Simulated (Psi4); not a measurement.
# NS (Mononitrogen monosulfide) at UMP2/3-21G (density fitting, density fitting for correlation, sweep point 2)

What is the vertical doublet–quartet gap of NS (Mononitrogen monosulfide) at UMP2/3-21G (density fitting, density fitting for correlation, sweep point 2)? 

Program for the calculation: Psi4 1.11.

13 further runs of the same task are left out: 12 that didn't finish, 1 set aside as unsound or not needed.

**1. The system as given**

The species is NS (2 atoms), meant as a doublet with charge 0. As SMILES, `[N]=S`. Geometry: relaxed at PBE0-D4/def2-TZVP.

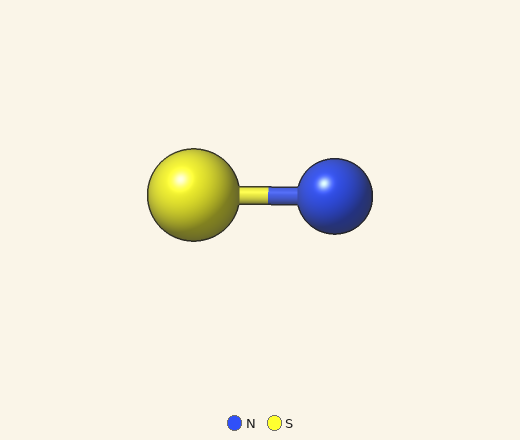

The structure, seen from a chosen angle (nitrogen blue, sulfur yellow).

**2. A single-point energy at UMP2/3-21G (density fitting, density fitting for correlation, sweep point 2)**

input.in reads:

```
memory 1600 mb

molecule {
  0 2
  N      0.000000     0.000000    -0.011220
  S      0.000000     0.000000     1.474400
  symmetry c1
}

set {
  basis 3-21G
  reference uhf
  puream true
  scf_type df
  num_frozen_docc 6
  maxiter 150
  guess sap
  d_convergence 1e-06
  orbital_optimizer_package ooo
}

result = energy("mp2")
```

On the command line:

```bash
$ psi4 input.in input.out -n 1
```

input.out:

```text
[...]
  Running in c1 symmetry.
[...]
  Nuclear repulsion =   39.894352253631489
[...]
  Multiplicity = 2
[...]
  Nalpha       = 12
  Nbeta        = 11
[...]
    Number of basis functions: 22
[...]
   @DF-UHF iter   1:  -449.09563175617507   -4.49096e+02   4.67565e-02 ADIIS+DIIS
[...]
   @DF-UHF iter  86:  -449.61456722565583   -4.70811e-09   7.69837e-07 Converged
[...]
   @S^2 Observed:                1.137736590E+00
[...]
    Orbital Energies [Eh]
    ---------------------
    Alpha Occupied:
       1A    -91.371871     2A    -15.596917     3A     -8.978745
       4A     -6.654240     5A     -6.652249     6A     -6.639074
       7A     -1.326902     8A     -0.805113     9A     -0.642257
      10A     -0.562360    11A     -0.549489    12A     -0.353576
    Alpha Virtual:
      13A      0.012079    14A      0.240689    15A      0.563201
      16A      0.664204    17A      0.692957    18A      0.760788
      19A      1.291514    20A      1.323567    21A      1.386666
      22A      2.327568
[...]
  @DF-UHF Final Energy:  -449.61456722565595
   => Energetics <=
    Nuclear Repulsion Energy =             39.8943522536314887
    One-Electron Energy =                -699.5443154572400317
    Two-Electron Energy =                 210.0353959779525610
    Total Energy =                       -449.6145672256559465
  UHF NO Occupations:
  HONO-2 :   10  A 1.9972093
  HONO-1 :   11  A 1.7877130
[...]
 Multipole Moments:
 ------------------------------------------------------------------------------------
     Multipole            Electronic (a.u.)      Nuclear  (a.u.)        Total (a.u.)
 ------------------------------------------------------------------------------------
 L = 1.  Multiply by 2.5417464519 to convert [e a0] to [Debye]
 Dipole X            :          0.0000000            0.0000000            0.0000000
 Dipole Y            :         -0.0000000            0.0000000           -0.0000000
 Dipole Z            :          0.4798691            0.0149414            0.4948105
 Magnitude           :                                                    0.4948105
[...]
```

Wall time 2.7 s (1 thread of Intel Xeon at 2.70GHz, shared host); peak memory 0.16 GiB.

**3. The quartet, same level**

input.inp reads:

```
memory 1600 mb

molecule mol {
  0 4
  N      0.000000     0.000000    -0.011220
  S      0.000000     0.000000     1.474400
  units angstrom
  symmetry c1
}

set {
  reference uhf
  puream true
  scf_type df
  num_frozen_docc 6
  maxiter 100
}

energy('mp2/3-21G')
```

On the command line:

```bash
$ psi4 -n 1 input.inp input.out
```

input.out:

```text
[...]
  Running in c1 symmetry.
[...]
  Nuclear repulsion =   39.894352253631489
[...]
  Multiplicity = 4
[...]
  Nalpha       = 13
  Nbeta        = 10
[...]
    Number of basis functions: 22
[...]
   @DF-UHF iter   1:  -449.46584775370593   -4.05168e-01   9.19625e-03 ADIIS/DIIS
[...]
   @DF-UHF iter  13:  -449.52358677116484   -5.11591e-13   5.70756e-09 DIIS
[...]
   @S^2 Observed:                3.764020690E+00
[...]
    Orbital Energies [Eh]
    ---------------------
    Alpha Occupied:
       1A    -91.360485     2A    -15.650817     3A     -8.962109
       4A     -6.641057     5A     -6.636006     6A     -6.636006
       7A     -1.355925     8A     -0.922266     9A     -0.677910
      10A     -0.677910    11A     -0.642785    12A     -0.370167
      13A     -0.370167
    Alpha Virtual:
      14A      0.234096    15A      0.567999    16A      0.674173
      17A      0.674173    18A      0.752545    19A      1.251324
      20A      1.251324    21A      1.255960    22A      2.304436
[...]
  @DF-UHF Final Energy:  -449.52358677116484
   => Energetics <=
    Nuclear Repulsion Energy =             39.8943522536314887
    One-Electron Energy =                -699.5206985416117504
    Two-Electron Energy =                 210.1027595168154392
    Total Energy =                       -449.5235867711647870
  UHF NO Occupations:
  HONO-2 :   11  A 1.0000000
  HONO-1 :   12  A 1.0000000
[...]
 Multipole Moments:
 ------------------------------------------------------------------------------------
     Multipole            Electronic (a.u.)      Nuclear  (a.u.)        Total (a.u.)
 ------------------------------------------------------------------------------------
 L = 1.  Multiply by 2.5417464519 to convert [e a0] to [Debye]
 Dipole X            :          0.0000000            0.0000000            0.0000000
 Dipole Y            :          0.0000000            0.0000000            0.0000000
 Dipole Z            :         -0.3883214            0.0149414           -0.3733800
 Magnitude           :                                                    0.3733800
[...]
```

Run time: 2.8 s. Hardware: 1 thread of Intel Xeon at 2.70GHz, shared host; peak memory 0.18 GiB.

**4. What came out**

Level: UMP2/3-21G (density fitting, density fitting for correlation, sweep point 2), 6 core orbitals frozen.

```
                                                           quantity          value
                                              doublet: total energy  -449.74131 Eh
doublet: HOMO energy (Hartree–Fock orbitals) (highest over α and β)       -9.62 eV
 doublet: LUMO energy (Hartree–Fock orbitals) (lowest over α and β)        0.33 eV
               doublet: correlation energy (6 core orbitals frozen)     -126.7 mEh
                         doublet: ⟨S²⟩ of the reference determinant          1.138
                                              quartet: total energy  -449.63475 Eh
quartet: HOMO energy (Hartree–Fock orbitals) (highest over α and β)      -10.07 eV
 quartet: LUMO energy (Hartree–Fock orbitals) (lowest over α and β)       -0.88 eV
               quartet: correlation energy (6 core orbitals frozen)     -111.2 mEh
                         quartet: ⟨S²⟩ of the reference determinant          3.764
                   vertical energy of the quartet above the doublet       2.900 eV
```

What this shows: At this shape the quartet lies 2.90 eV (280 kJ/mol) above the doublet. ⟨S²⟩ (doublet) is 1.14 where a pure doublet has 0.75: the reference is spin-contaminated.
